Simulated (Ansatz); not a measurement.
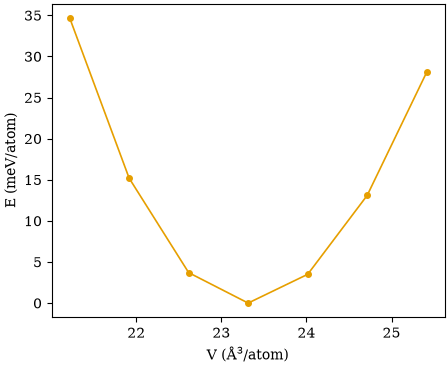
Figure: GeSe (NiAs type, P6_3/mmc) under volume change, the program Ansatz at the PBE level (PAW), shape and atoms relaxed at each volume.

What does a third-order Birch–Murnaghan fit give for V₀, B₀ and B′?

V₀ = 23.32 Å³/atom, B₀ = 52.5 GPa, B′ = 2.6.

The cell is a constructed one: a structure type filled with these elements; neither database checked (COD, Materials Project) lists it. It is not the phase usual at ambient conditions (space group No. 62). Symmetry was held in the PBE relaxation; whether a distortion lowers the energy is not shown.

Potentials: the later of the program's two PAW sets.
